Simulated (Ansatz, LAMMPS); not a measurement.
**What do other settings change for glassy 63GeO2-33Na2O-3Sc2O3 (mol %) (92 atoms)?**

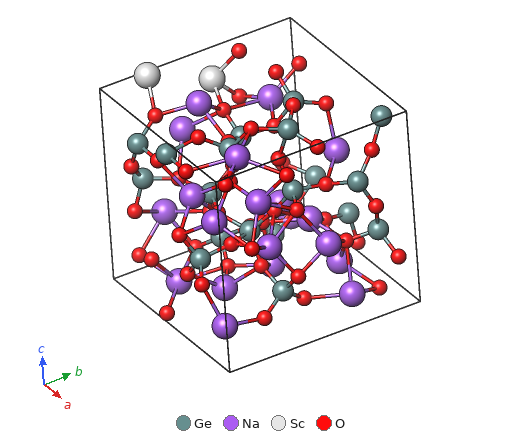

The cell (germanium teal, sodium purple, scandium white, oxygen red). Some periodic images of atoms are drawn too.

Density of this cell: 3.49 g/cm³. The cell holds 92 atoms: 19 Ge, 20 Na, 2 Sc and 51 O. Its edges and angles: a = 10.931 Å, b = 10.931 Å, c = 10.931 Å, α = 90.0°, β = 90.0°, γ = 90.0°. 92 atoms (19 Ge, 20 Na, 2 Sc, 51 O) placed at random at 3.5 g/cm³, melted at 4000 K for 10 ps at fixed volume with the Morse and Coulomb pair potential with partial charges (Pedone, Malavasi, Menziani, Cormack and Segre, J. Phys. Chem. B 110, 11780 (2006)). Quenched from 4000 K to 300 K at 25 K/ps and fixed volume, held 10 ps at zero pressure, then minimised at fixed cell.

Geometry: as built.

Reference run: Kohn-Sham DFT, PBE, PAW (set soft_2), plane waves (Ansatz 0.2.0), cutoff 420 eV, Γ point, fermi-dirac smearing of 0.05 eV.

* r.m.s. force component: 0.8865 eV/Å
* pressure: 7.236 GPa
* gap (highest filled to lowest empty level): 2.059 eV
* SCF cycles: 10
* time: 8.2 s on 8 threads of Intel Xeon Platinum 8488C (Sapphire Rapids), shared host

**Question.** The same geometry is run again with each of these changes. How far do the results move, and how long does each run take?
- support functions low
- support functions medium
- support functions medium, radius 3.59 Å
- support functions medium, radius 3.85 Å
- scf.n_extra_bands = 8

Each row is set against the plane-wave reference (Kohn-Sham DFT, PBE, PAW (set soft_2), plane waves; r.m.s. force component 0.886 eV/Å). Energies are set beside the reference only for runs with its functional, potentials and electron count. Times are for 8 threads of Intel Xeon Platinum 8488C (Sapphire Rapids), shared host. The reference's time includes the DOS, ELF, the stress and grids, which some other runs skip.

| run | Δ force, r.m.s. (meV/Å) | share of r.m.s. force (%) | Δ energy (meV/atom) | Δ pressure (GPa) | Δ gap (eV) | cycles | time | host memory (GiB) |
| --- | --- | --- | --- | --- | --- | --- | --- | --- |
| reference | - | - | - | - | - | 10 | 8.2 s | 2.2 |
| support functions low | 4.73 | 0.533 | -6.21 | - | 7.0e-4 | 14 | 46 s | 4.1 |
| support functions medium | 4.78 | 0.539 | -6.23 | - | 5.0e-4 | 15 | 51 s | 4.1 |
| support functions medium, radius 3.59 Å | 4.77 | 0.538 | -6.23 | - | 5.0e-4 | 15 | 47 s | 4.0 |
| support functions medium, radius 3.85 Å | 4.84 | 0.546 | -6.23 | - | 6.0e-4 | 16 | 60 s | 4.5 |
| scf.n_extra_bands = 8 | 0.006 | 7.0e-4 | 0 | 0 | 0 | 10 | 6.8 s | 2.1 |

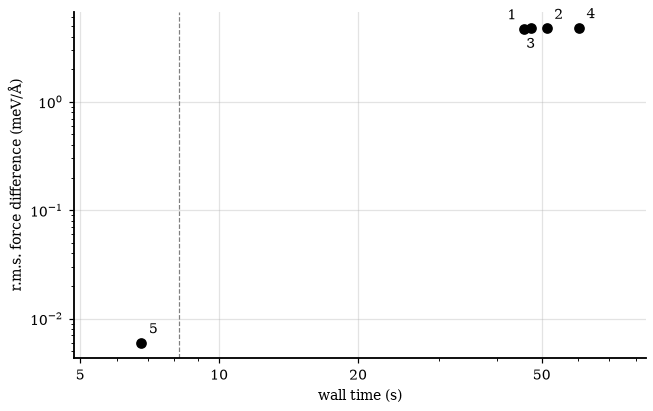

Force difference from the reference against wall time; the dashed line marks the reference's time. Points: 1 support functions low; 2 support functions medium; 3 support functions medium, radius 3.59 Å; 4 support functions medium, radius 3.85 Å; 5 scf.n_extra_bands = 8.

Among numerical settings the force difference runs from 0.006 meV/Å (scf.n_extra_bands = 8) to 4.8 meV/Å (support functions medium, radius 3.85 Å). At 92 atoms the fastest of the runs at a preset level, support functions low, takes roughly 5.6 times the time of plane waves (whose run also made extra analyses, so the like-for-like ratio is larger), in 14 SCF cycles against 10. Differences between support functions and plane waves include what basis error the plane-wave run still has. The force difference hardly changes among these support-function runs, which points to the basis of the plane-wave reference as its main source. 

[Hosts, paths, dates, database ids (printed as entryN), source tags and the programs' standing remarks are cut or masked in the printed files.]
